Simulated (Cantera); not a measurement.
A closed system holds: 1 mol Si3H8, 1.2 mol HCl, 4.6 mol N2, equilibrated at 1.28 Torr.

These are equilibrium values from Cantera (NASA tables, ideal gas, pure condensed phases), not measurements of a reactor. Candidate condensed phases: NH4Cl, Si, Si3N4; 28 gas species. The feed counts by its element totals alone. N2 is the only nitrogen source here; it is nearly inert below about 1500 K, so the nitride shown seldom forms there in practice. The tables' values for SiCl, SiCl3 are old estimates; treat these amounts as uncertain. Equilibrium is a limit: real reactors are often held back by kinetics, nucleation or transport.

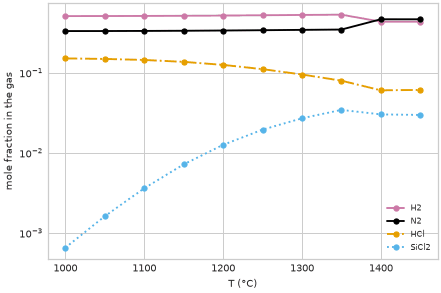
Equilibrium gas composition (values under 1e-9 drawn at 1e-9)

### Question
Read off the mole fractions at 1200 °C.

### Answer
H2 about 0.52, N2 about 0.34, HCl about 0.13, SiCl2 about 0.013.
